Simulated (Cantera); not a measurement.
Feed: 1 mol FeS₂, 13 mol H₂, 1.2 mol N₂, held at 43.0 mbar.

Cantera equilibrium calculation (NASA polynomials, part measured and part estimated; ideal gas, pure solids and liquids). Candidate condensed phases: Fe, FeS, FeS₂, S; 16 gas species. FeS: taken at fixed stoichiometry. Gases not in the tables: S₃ to S₇. Equilibrium is a limit: real reactors are often held back by kinetics, nucleation or transport.

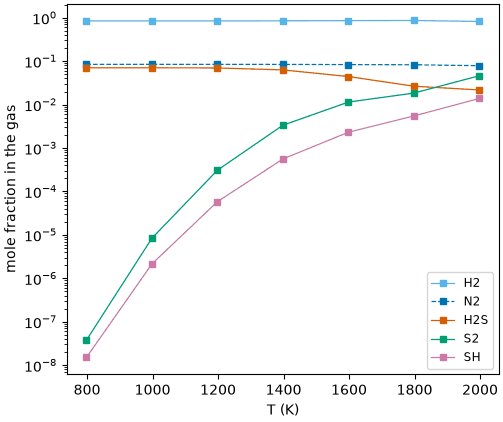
Equilibrium gas composition (values under 1e-9 drawn at 1e-9)

From 798 K to 1398 K the condensed part is FeS(s). From 1598 K to 1798 K the condensed part is FeS(l). At 1998 K the condensed part is Fe(l).
